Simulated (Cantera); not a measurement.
Feed: 1 mol SiHCl₃, 0.046 mol Cl₂, 67 mol H₂, held at 26.0 mbar.

Equilibrium computed with Cantera from the NASA thermochemical tables; the gas is ideal and each condensed phase is pure. Candidate condensed phases: Si; 19 gas species. The tables' values for SiCl₃, SiCl are old estimates; treat these amounts as uncertain. The numbers say what is thermodynamically allowed, not how fast it happens.

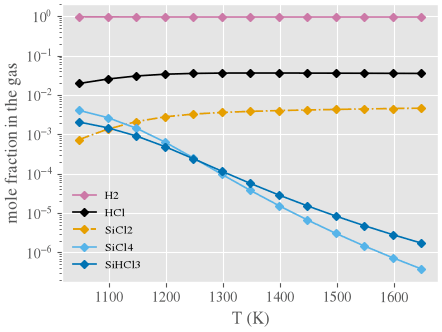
Equilibrium gas composition (values under 1e-9 drawn at 1e-9)

From 1048 K to 1648 K the condensed part is Si(s). The main Si-bearing gas is SiCl₄ at 1048 K and SiCl₂ at 1648 K. The share of Si in condensed phases is highest at 1298 K (71.8 %) and lowest at 1048 K (49.3 %).
